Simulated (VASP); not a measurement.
Band structure of ZrO2 (space group P4_2/nmc). These are PBE GGA, VASP's PBE PAW potentials (set 64) (plane waves; VASP) values and carry that method's errors.

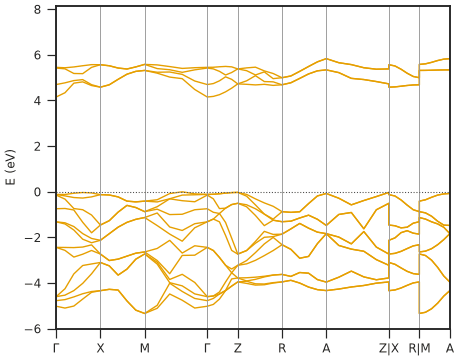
Figure. Bands along high-symmetry lines, zero at the valence-band maximum or, without a gap, the Fermi level

### Question
Read the plot: is there a gap, and where are the band edges?

### Answer
The gap is indirect, 4.15 eV, from the valence maximum at (0.22, 0.22, 0.00) to the conduction minimum at Γ.

The structure comes from a computed database's ZrO2 entry (P4_2/nmc); how it stands against other phases isn't given here. The cell was not relaxed at this level.
